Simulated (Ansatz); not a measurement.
**H₂O (triplet): one geometry, many settings at distance H1–H2 along a hydrogen transfer = 0.943 Å**

What do other methods and options give for H₂O (triplet) at this geometry, and how long do they take?

Method: the settings change from run to run; program: Ansatz 0.2.0, Gaussian basis.

7 further runs of the same task are left out: 1 for a mislabelled method, 6 that didn't finish.

## Step 1: The system

The geometry derives from fragments relaxed apart (PBE0/def2-TZVP) and kept rigid, so it is no stationary point. A hydrogen atom is moved between rigid fragments.

3 atoms, charge 0, spin multiplicity 3.

Atoms are counted from 1 here; the program's logs count them from 0.

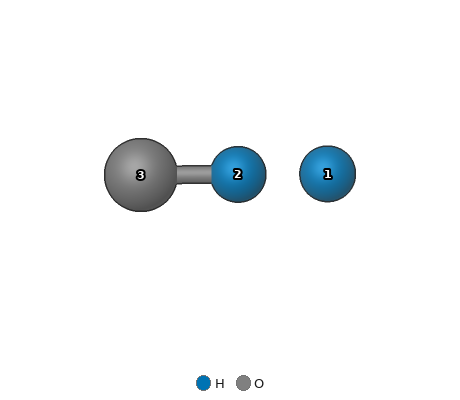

The geometry (hydrogen blue, oxygen grey); atoms are numbered from 1 in the order of the file.

As a file:

```xyz
3
H2O
H     0.00000    0.00000   -0.96967
H     0.00000    0.00000   -0.02667
O     0.00000    0.00000    0.99633
```

## Step 2: CCSD(T) on UHF/6-31G

Contents of in.yaml:

```yaml
crystal:
  periodic: [false, false, false]
  atoms:
    - {symbol: H, position_ang: [0.000000, 0.000000, -0.969667]}
    - {symbol: H, position_ang: [0.000000, 0.000000, -0.026667]}
    - {symbol: O, position_ang: [0.000000, 0.000000, 0.996333]}
basis:
  gaussian: {orbitals: 6-31G, point_charges: [{charge: -0.50, position_ang: [3.102, -0.413, -0.907]}]}
magnetization: {spin_polarized: true, initial_magnetization: 2}
hamiltonian: {pseudopotentials: {relativity: scalar}}
correlation: {method: ccsd_t, electrons: valence}
accuracy: high
```

On the command line:

```bash
ansatz run in.yaml --threads 1 --pin off --events-out ev --progress --plain --max-ram 2393MiB
```

Output, shortened:

```text
Functional definition: HF
  name "HF"
  cite "Fock, Z. Phys. 61, 126 (1930) doi:10.1007/BF01340294"
  parent pbe
[...]
223 factors; integrals over basis functions are off by at most 9.5e-9 eV
[...]
mean field -2065.00535206 eV, -75.8875469773 hartree, gradient 1.5e-8 eV, S^2 2.028718; 8 other end points of the search recorded, 0 dependent functions left out
determinant -2065.00535206 eV, -75.8875469773 hartree, with singles and doubles -2067.75370020 eV, -75.9885469084 hartree
determinant -2064.96497018 eV, -75.8860629706 hartree, with singles and doubles -2067.71282247 eV, -75.9870446795 hartree
determinant -2062.44587716 eV, -75.7934880097 hartree, with singles and doubles -2064.59937239 eV, -75.8726274995 hartree
determinant -2065.00535206 eV, -75.8875469773 hartree, with singles and doubles -2067.75381512 eV, -75.9885511319 hartree
determinant -2064.96497018 eV, -75.8860629706 hartree, with singles and doubles -2067.71293686 eV, -75.9870488834 hartree
1 core orbitals not correlated: weight in the atoms' cores, before any rotation towards them, 1.000 or more for the frozen orbitals, at most 0.000 for the correlated occupied ones
reference -2065.00535206 eV, -75.8875469773 hartree; 5, 3 occupied and 7, 9 virtual orbitals, 223 factors
second order -2.40138865 eV of doubles, -0.00000000 eV of singles
cycle   1  -2.74846875 eV  change   -5.7e-6 eV  update   2.3e-6
[...]
cycle  12  -2.74847296 eV  change  -4.2e-10 eV  update  7.1e-10
perturbative correction -0.02098991 eV, -0.0007713649 hartree
Total energy: -2067.77481493 eV, -75.9893228606 hartree
Relativity: scalar
```

Wall time 0.54 s (1 thread of Arm Neoverse N1, shared host).

From the report: ⟨S²⟩ of the determinant 2.029 (pure triplet: 2.00); correlation -2.7695 eV; T1 0.012; largest double amplitude 0.06.

## Step 3: HF/cc-pVDZ

Contents of in.yaml:

```yaml
crystal:
  periodic: [false, false, false]
  atoms:
    - {symbol: H, position_ang: [0.000000, 0.000000, -0.969667]}
    - {symbol: H, position_ang: [0.000000, 0.000000, -0.026667]}
    - {symbol: O, position_ang: [0.000000, 0.000000, 0.996333]}
basis:
  gaussian: {orbitals: cc-pVDZ}
magnetization: {spin_polarized: true, initial_magnetization: 2}
hamiltonian: {xc: hf}
output: {orbitals: {seedname: orbitals}}
```

Launched as before.

Output:

```text
Functional definition: HF
  name "HF"
  cite "Fock, Z. Phys. 61, 126 (1930) doi:10.1007/BF01340294"
  parent pbe
  exchange = exact_x
  correlation = 0
213 factors; integrals over basis functions are off by at most 1.3e-3 eV
mean field evaluation 1: about -2063.6082 eV, gradient 9.7e0 eV
mean field evaluation 2: about -2063.6088 eV, gradient 9.7e0 eV
mean field evaluation 4: about -2064.3007 eV, gradient 1.7e0 eV
mean field evaluation 8: about -2064.3346 eV, gradient 6.7e-3 eV
mean field evaluation 16: about -2064.1961 eV, gradient 3.4e0 eV
mean field -2064.33459359 eV, -75.8628970581 hartree, gradient 9.4e-6 eV, S^2 2.026813; 0 other end points of the search recorded, 0 dependent functions left out
reference -2064.33459359 eV, -75.8628970581 hartree; 6, 4 occupied and 18, 20 virtual orbitals, 213 factors
Total energy: -2064.33459359 eV, -75.8628970581 hartree
```

Wall time 0.12 s (1 thread of Arm Neoverse N1, shared host).

From the report: ⟨S²⟩ of the determinant 2.027 (pure triplet: 2.00).

## Step 4: NEVPT2(4,3)/STO-3G

Contents of in.yaml:

```yaml
crystal:
  periodic: [false, false, false]
  atoms:
    - {symbol: H, position_ang: [0.000000, 0.000000, -0.969667]}
    - {symbol: H, position_ang: [0.000000, 0.000000, -0.026667]}
    - {symbol: O, position_ang: [0.000000, 0.000000, 0.996333]}
basis:
  gaussian: {orbitals: STO-3G}
magnetization: {spin_polarized: false, initial_magnetization: 2}
correlation: {method: sc_nevpt2, electrons: valence, active_space: {window: {electrons: 4, orbitals: 3}}}
scf: {lower_state_search: light}
```

The command is unchanged.

Output, shortened:

```text
Functional definition: HF
  name "HF"
  cite "Fock, Z. Phys. 61, 126 (1930) doi:10.1007/BF01340294"
  parent pbe
[...]
89 factors; integrals over basis functions are off by at most 1.3e-5 eV
[...]
mean field -2035.61323455 eV, -74.8074065815 hartree, gradient 2.9e-6 eV, S^2 2.000000; 5 other end points of the search recorded, 0 dependent functions left out
reference -2035.61323455 eV, -74.8074065815 hartree; 6, 4 occupied and 1, 3 virtual orbitals, 89 factors
state -2035.61323455 eV, -74.8074065815 hartree
state -2035.61323455 eV, -74.8074065815 hartree; corrected -2036.43254092 eV, -74.8375155352 hartree
WARN: 1 active orbitals are nearly empty or full. The corrections depend on them more than the energy does, and are more stable in an active space without them
Total energy: -2036.43254092 eV, -74.8375155352 hartree
```

Run time: 0.12 s. Hardware: 1 thread of Arm Neoverse N1, shared host.

From the report: 4 determinants; active occupations 2.00, 1.00, 1.00. The report marks this result as in doubt.

## Step 5: BCCD on UHF/def2-SVP

Contents of in.yaml:

```yaml
crystal:
  periodic: [false, false, false]
  atoms:
    - {symbol: H, position_ang: [0.000000, 0.000000, -0.969667]}
    - {symbol: H, position_ang: [0.000000, 0.000000, -0.026667]}
    - {symbol: O, position_ang: [0.000000, 0.000000, 0.996333]}
basis:
  gaussian: {orbitals: def2-SVP}
magnetization: {spin_polarized: true, initial_magnetization: 2}
correlation: {method: bccd, electrons: outside_noble_gas}
scf: {lower_state_search: light}
```

Same command.

Output, shortened:

```text
Functional definition: HF
  name "HF"
  cite "Fock, Z. Phys. 61, 126 (1930) doi:10.1007/BF01340294"
  parent pbe
[...]
232 factors; integrals over basis functions are off by at most 1.5e-3 eV
[...]
mean field -2062.43230011 eV, -75.7929890621 hartree, gradient 4.1e-6 eV, S^2 2.026444; 5 other end points of the search recorded, 0 dependent functions left out
determinant -2062.43230011 eV, -75.7929890621 hartree, with singles and doubles -2067.13951050 eV, -75.9659758532 hartree
determinant -2059.95797323 eV, -75.7020592266 hartree, with singles and doubles -2064.23985470 eV, -75.8594154681 hartree
1 core orbitals not correlated: weight in the atoms' cores, before any rotation towards them, 1.000 or more for the frozen orbitals, at most 0.000 for the correlated occupied ones
reference -2062.43230011 eV, -75.7929890621 hartree; 5, 3 occupied and 18, 20 virtual orbitals, 232 factors
second order -4.20865003 eV of doubles, -0.00000000 eV of singles
cycle   1  -4.70236655 eV  change    4.8e-3 eV  update   2.9e-3
[...]
cycle   7  -4.70249520 eV  change   -2.5e-6 eV  update   4.4e-6
Total energy: -2067.13479531 eV, -75.9658025733 hartree
```

Run time: 0.79 s. Hardware: 1 thread of Arm Neoverse N1, shared host.

From the report: ⟨S²⟩ of the determinant 2.026 (pure triplet: 2.00); correlation -4.7025 eV; largest double amplitude 0.05.

## Step 6: NEVPT4(SD)(8,7)/6-31G*

Contents of in.yaml:

```yaml
crystal:
  periodic: [false, false, false]
  atoms:
    - {symbol: H, position_ang: [0.000000, 0.000000, -0.969667]}
    - {symbol: H, position_ang: [0.000000, 0.000000, -0.026667]}
    - {symbol: O, position_ang: [0.000000, 0.000000, 0.996333]}
basis:
  gaussian: {orbitals: "6-31G*"}
magnetization: {spin_polarized: false, initial_magnetization: 2}
correlation: {method: fic_nevpt4_sd, electrons: all, active_space: {window: {electrons: 8, orbitals: 7}, states: [{multiplicity: 3, weights: [1, 1, 0.5, 1]}]}}
```

Same command.

Output, shortened:

```text
Functional definition: HF
  name "HF"
  cite "Fock, Z. Phys. 61, 126 (1930) doi:10.1007/BF01340294"
  parent pbe
[...]
284 factors; integrals over basis functions are off by at most 1.2e-7 eV
[...]
mean field -2063.61632804 eV, -75.8365012859 hartree, gradient 1.2e-6 eV, S^2 2.000000; 5 other end points of the search recorded, 0 dependent functions left out
reference -2063.61632804 eV, -75.8365012859 hartree; 6, 4 occupied and 13, 15 virtual orbitals, 284 factors
state -2065.09857613 eV, -75.8909728988 hartree
state -2064.72144444 eV, -75.8771135647 hartree
state -2061.48547319 eV, -75.7581938148 hartree
state -2059.24876818 eV, -75.6759964218 hartree
state -2065.09857613 eV, -75.8909728988 hartree; corrected -2068.33314393 eV, -76.0098410729 hartree
state -2064.72144444 eV, -75.8771135647 hartree; corrected -2068.32927478 eV, -76.0096988843 hartree
state -2061.48547319 eV, -75.7581938148 hartree; corrected -2065.17385556 eV, -75.8937393669 hartree
state -2059.24876818 eV, -75.6759964218 hartree; corrected -2062.99089468 eV, -75.8135170340 hartree
Total energy: -2066.35435462 eV, -75.9371219071 hartree
```

It took 20 s on 1 thread of Arm Neoverse N1, shared host.

From the report: 608 determinants; active occupations (of the averaged states) 1.99, 1.70, 1.57, 1.56, 1.13, 0.03, 0.01.

## Step 7: MRCISD+Q(relaxed)(6,8)/6-31G

Contents of in.yaml:

```yaml
crystal:
  periodic: [false, false, false]
  atoms:
    - {symbol: H, position_ang: [0.000000, 0.000000, -0.969667]}
    - {symbol: H, position_ang: [0.000000, 0.000000, -0.026667]}
    - {symbol: O, position_ang: [0.000000, 0.000000, 0.996333]}
basis:
  gaussian: {orbitals: 6-31G}
magnetization: {spin_polarized: false, initial_magnetization: 2}
correlation: {method: fic_mrcisd_q_relaxed, electrons: all, active_space: {window: {electrons: 6, orbitals: 8}, states: [{multiplicity: 3, weights: [1, 1, 1, 1]}, {multiplicity: 5, weights: [1]}]}}
accuracy: high
```

The command is unchanged.

Output, shortened:

```text
Functional definition: HF
  name "HF"
  cite "Fock, Z. Phys. 61, 126 (1930) doi:10.1007/BF01340294"
  parent pbe
[...]
223 factors; integrals over basis functions are off by at most 3.5e-9 eV
[...]
mean field -2063.25850496 eV, -75.8233515305 hartree, gradient 2.9e-8 eV, S^2 2.000000; 5 other end points of the search recorded, 0 dependent functions left out
reference -2063.25850496 eV, -75.8233515305 hartree; 6, 4 occupied and 7, 9 virtual orbitals, 223 factors
state -2065.00083843 eV, -75.8873811045 hartree
state -2065.00083843 eV, -75.8873811045 hartree
state -2061.91138604 eV, -75.7738458231 hartree
state -2059.46154198 eV, -75.6838157147 hartree
contracted CI cycle   1: correlation 0.00000000 eV, 0.0000000000 hartree, residual 1.14e1 eV
contracted CI cycle   2: correlation -1.29878219 eV, -0.0477293652 hartree, residual 2.00e0 eV
[...]
contracted CI cycle   5: correlation -1.31189315 eV, -0.0482111840 hartree, residual 9.42e-2 eV
contracted CI cycle   6: correlation -1.31199111 eV, -0.0482147841 hartree, residual 3.30e-2 eV
contracted CI cycle   7: correlation -1.31200399 eV, -0.0482152572 hartree, residual 1.02e-2 eV
contracted CI cycle   8: correlation -1.31200528 eV, -0.0482153046 hartree, residual 3.35e-3 eV
contracted CI cycle   9: correlation -1.31200540 eV, -0.0482153092 hartree, residual 1.01e-3 eV
contracted CI cycle  10: correlation -1.31200541 eV, -0.0482153096 hartree, residual 2.85e-4 eV
contracted CI cycle  11: correlation -1.31200541 eV, -0.0482153096 hartree, residual 1.09e-4 eV
contracted CI cycle  12: correlation -1.31200541 eV, -0.0482153096 hartree, residual 4.09e-5 eV
contracted CI cycle  13: correlation -1.31200541 eV, -0.0482153096 hartree, residual 1.24e-5 eV
state -2052.80598118 eV, -75.4392283663 hartree; corrected -2054.14502913 eV, -75.4884374709 hartree
Total energy: -2062.26495713 eV, -75.7868393212 hartree
```

Wall time 19 s (1 thread of Arm Neoverse N1, shared host).

From the report: 784 determinants; active occupations (of the averaged states) 1.77, 1.39, 1.39, 1.20, 0.22, 0.01, 0.01, 0.01.

## Step 8: CCSDTQ/6-31G

Contents of in.yaml:

```yaml
crystal:
  periodic: [false, false, false]
  atoms:
    - {symbol: H, position_ang: [0.000000, 0.000000, -0.969667]}
    - {symbol: H, position_ang: [0.000000, 0.000000, -0.026667]}
    - {symbol: O, position_ang: [0.000000, 0.000000, 0.996333]}
basis:
  gaussian: {orbitals: 6-31G}
magnetization: {spin_polarized: false, initial_magnetization: 2}
hamiltonian: {xc: {name: B3LYP}}
correlation: {method: ccsdtq, electrons: all, diis_vectors: 4}
scf: {omitted_lower_state_checks: [cluster_reference]}
```

The command is unchanged.

Output, shortened:

```text
Functional definition: B3LYP
  name "B3LYP"
  cite "Stephens, Devlin, Chabalowski & Frisch, J. Phys. Chem. 98, 11623 (1994) doi:10.1021/j100096a001"
  cite "Becke, Phys. Rev. A 38, 3098 (1988) doi:10.1103/PhysRevA.38.3098"
  cite "Lee, Yang & Parr, Phys. Rev. B 37, 785 (1988) doi:10.1103/PhysRevB.37.785"
  cite "Vosko, Wilk & Nusair, Can. J. Phys. 58, 1200 (1980) doi:10.1139/p80-159"
[...]
212 factors; integrals over basis functions are off by at most 2.8e-8 eV
[...]
mean field -2073.49813621 eV, -76.1996510382 hartree, gradient 1.6e-6 eV, S^2 2.000000; 0 other end points of the search recorded, 0 dependent functions left out
reference -2063.13935319 eV, -75.8189727837 hartree; 6, 4 occupied and 7, 9 virtual orbitals, 212 factors
second order -2.67505820 eV of doubles, -0.25418423 eV of singles
cycle   1  -3.07658748 eV  change   -1.4e-1 eV  update   3.6e-2
[...]
cycle  14  -3.22668263 eV  change   -6.9e-7 eV  update   4.8e-7
Total energy: -2066.36603582 eV, -75.9375511832 hartree
Checks for a lower state left out: cluster_reference
```

Wall time 32 s (1 thread of Arm Neoverse N1, shared host); peak memory 0.33 GiB.

From the report: correlation -3.2267 eV; T1 0.020; largest double amplitude 0.06. The orbitals are Kohn-Sham ones, so correlation energy and T1 don't compare with those on Hartree-Fock orbitals.

## Step 9: CCSDTQ/6-31G

in.yaml: that of step 8 with these lines changed.

```diff
@@ -10,3 +10,4 @@
 hamiltonian: {xc: {name: B3LYP}}
-correlation: {method: ccsdtq, electrons: all, diis_vectors: 4}
-scf: {omitted_lower_state_checks: [cluster_reference]}
+correlation: {method: ccsdtq, electrons: outside_noble_gas}
+scf: {lower_state_search: off}
+output: {forces: true}
```

Same command.

Output, shortened:

```text
Functional definition: B3LYP
  name "B3LYP"
  cite "Stephens, Devlin, Chabalowski & Frisch, J. Phys. Chem. 98, 11623 (1994) doi:10.1021/j100096a001"
  cite "Becke, Phys. Rev. A 38, 3098 (1988) doi:10.1103/PhysRevA.38.3098"
  cite "Lee, Yang & Parr, Phys. Rev. B 37, 785 (1988) doi:10.1103/PhysRevB.37.785"
  cite "Vosko, Wilk & Nusair, Can. J. Phys. 58, 1200 (1980) doi:10.1139/p80-159"
[...]
212 factors; integrals over basis functions are off by at most 2.8e-8 eV
[...]
mean field -2073.49813621 eV, -76.1996510382 hartree, gradient 1.6e-6 eV, S^2 2.000000; 0 other end points of the search recorded, 0 dependent functions left out
1 core orbitals not correlated: weight in the atoms' cores, before any rotation towards them, 1.000 or more for the frozen orbitals, at most 0.000 for the correlated occupied ones
reference -2063.13935319 eV, -75.8189727837 hartree; 5, 3 occupied and 7, 9 virtual orbitals, 212 factors
second order -2.64803925 eV of doubles, -0.24409348 eV of singles
cycle   1  -3.04312304 eV  change   -1.5e-1 eV  update   3.6e-2
[...]
cycle  12  -3.19254723 eV  change   -3.8e-7 eV  update   9.8e-7
[...]
Total energy: -2066.33190042 eV, -75.9362967303 hartree
Atom 0 at     0.000000     0.000000    -0.969667 Å, force    -0.000000     0.000000    -1.930286 eV/Å
Atom 1 at     0.000000     0.000000    -0.026667 Å, force     0.000000     0.000000    -1.193652 eV/Å
Atom 2 at     0.000000     0.000000     0.996333 Å, force     0.000000     0.000000     3.123938 eV/Å
Dipole moment:     0.000000     0.000000    -0.316765 e Å
Checks for a lower state left out: starts, cluster_reference, orbital_swaps, neighbouring_geometries, increment
```

Wall time 1.7 min (1 thread of Arm Neoverse N1, shared host); peak memory 0.68 GiB.

From the report: correlation -3.1925 eV; T1 0.023; largest double amplitude 0.06. The orbitals are Kohn-Sham ones, so correlation energy and T1 don't compare with those on Hartree-Fock orbitals.

## Step 10: The runs in one table

Where basis and cores are those of an earlier FCI/6-31G run (-2066.3420 eV), and the state is the same kind, the miss against it is given. † marks a result that the program doubts.

| level | correlated | functions | energy (eV) | from FCI (meV) | time |
| --- | --- | --- | --- | --- | --- |
| CCSD(T) on UHF/6-31G (beside a point charge, relativity set) | valence | 13 | -2067.7748 |  | 0.54 s |
| HF/cc-pVDZ |  | 24 | -2064.3346 |  | 0.12 s |
| NEVPT2(4,3)/STO-3G † | valence | 7 | -2036.4325 |  | 0.12 s |
| BCCD on UHF/def2-SVP | outside noble gas | 24 | -2067.1348 |  | 0.79 s |
| NEVPT4(SD)(8,7)/6-31G* (mean of several states) | all | 19 | -2066.3544 |  | 20 s |
| MRCISD+Q(relaxed)(6,8)/6-31G (mean of several states) | all | 13 | -2062.2650 |  | 19 s |
| CCSDTQ/6-31G (on B3LYP orbitals) | all | 13 | -2066.3660 |  | 32 s |
| CCSDTQ/6-31G (on B3LYP orbitals) | outside noble gas | 13 | -2066.3319 | 10.1 | 1.7 min |

## Step 11: What came out

| quantity | value |
| --- | --- |
| runs | 8 |
| quickest | HF/cc-pVDZ, 0.12 s |
| slowest | CCSDTQ/6-31G (on B3LYP orbitals), 1.7 min |

In words: Total energies in different bases, with other cores or another treatment of relativity can't be set against each other. CCSDTQ/6-31G (on B3LYP orbitals) took 867 times as long as HF/cc-pVDZ; the jobs differ in more than the method. Cores frozen from Kohn-Sham orbitals shift the total energy.
